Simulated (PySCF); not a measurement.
```xyz
17
charge 0, multiplicity 1
C     4.2978   -0.5958    0.4538
C     3.1360   -0.3419    0.2638
C     1.8233   -0.0596    0.0557
C     0.6555    0.1701   -0.1457
C    -0.7400    0.4948   -0.3451
C    -0.9662    2.0054   -0.2447
C    -1.5969   -0.2662    0.6771
C    -1.4044   -1.7595    0.6607
O    -2.3599    0.2959    1.4149
H     5.3093   -0.8154    0.6182
H    -1.0417    0.1419   -1.3412
H    -0.3857    2.5279   -1.0015
H    -2.0211    2.2284   -0.3837
H    -0.6671    2.3624    0.7380
H    -1.6138   -2.1535   -0.3316
H    -2.0629   -2.2289    1.3865
H    -0.3692   -1.9938    0.9011
```

Describe the molecule in this file.

Formula C8H8O. As SMILES it reads `C#CC#C[C@H](C)C(C)=O`. It has no ring. Among its groups: ketone, alkyne. The point group is C1. Coordination: 4 C linear; 3 C tetrahedral; 1 C trigonal planar.

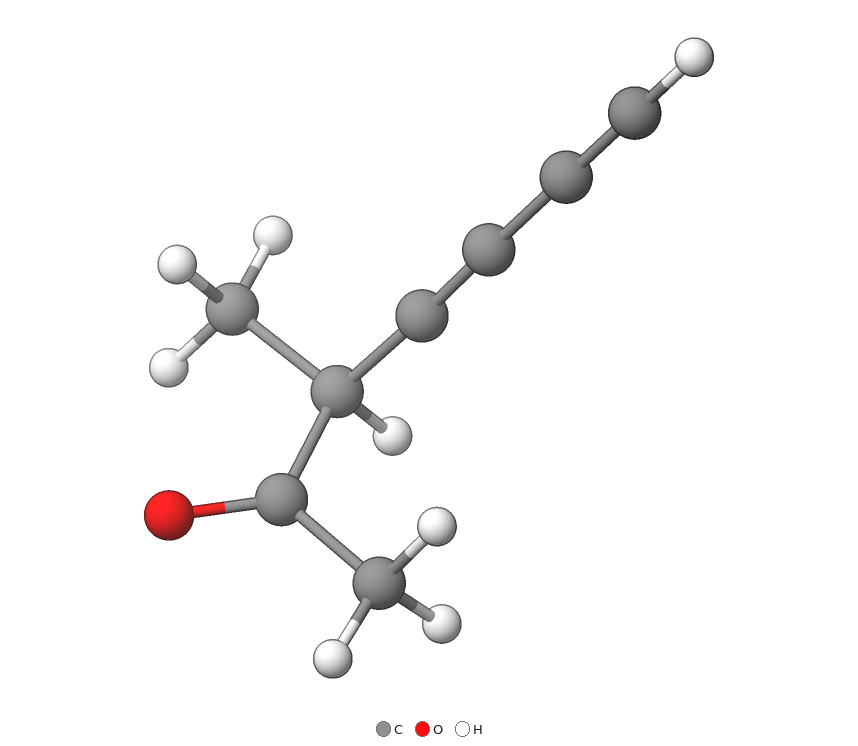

Simulated data, not a measurement (program: PySCF).
